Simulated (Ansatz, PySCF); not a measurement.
Stretching the C4–H6 bond in C2H7B (SMILES BCC) (multiplicity 1 held, fragments rigid). Energies count from the point at 1.097 Å.
Geometry at that point (charge 0, multiplicity 1):
```tsv
atom	x (Å)	y (Å)	z (Å)
B	-0.7451	1.0097	0.7393
H	-1.0555	1.2698	1.8631
H	-1.1425	1.7179	-0.1381
C	0.2045	-0.1837	0.4538
C	0.3821	-0.6374	-0.9973
H	-0.0317	-1.0298	1.1103
H	1.1699	0.1762	0.8572
H	0.6743	0.1982	-1.6362
H	-0.5510	-1.0392	-1.3976
H	1.1427	-1.4149	-1.0944
```

Restricted levels (R-, RO-) in cc, def2 and unpolarised 6-31G sets keep to the state of the molecule at rest. Unrestricted levels (U-) break spin symmetry where that is lower. Active spaces are followed from a long bond inwards. Left out are points that failed, MP2 points in a non-variational dive below the minimum, coupled-cluster points behind a sign of a changed root (a jump of the amplitudes, or a one-step jump against full CI or MRCI), small-basis points behind a change of solution, and semi-empirical points at long bonds. Curves can end on different states.

Frozen-core correlation. Rows in 6-31G* carry no dispersion term and start afresh at each structure (6-31G* with six Cartesian d functions).

Programs: Ansatz (a quantum-chemistry and plane-wave program) with Gaussian orbitals; PySCF for 6-31G* rows. Values without a source in brackets are computed.

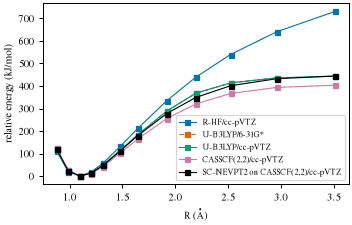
Fig. 1. Relative energy along the coordinate

Q: Read off the R-HF/cc-pVTZ curve at R = 1.919.

A: about 330 kJ/mol

Doubts at one or more of the structures used: a restricted determinant that unrestricted orbitals would lower (R-HF/cc-pVTZ); a spin-contaminated determinant (U-B3LYP/6-31G*, U-B3LYP/cc-pVTZ).
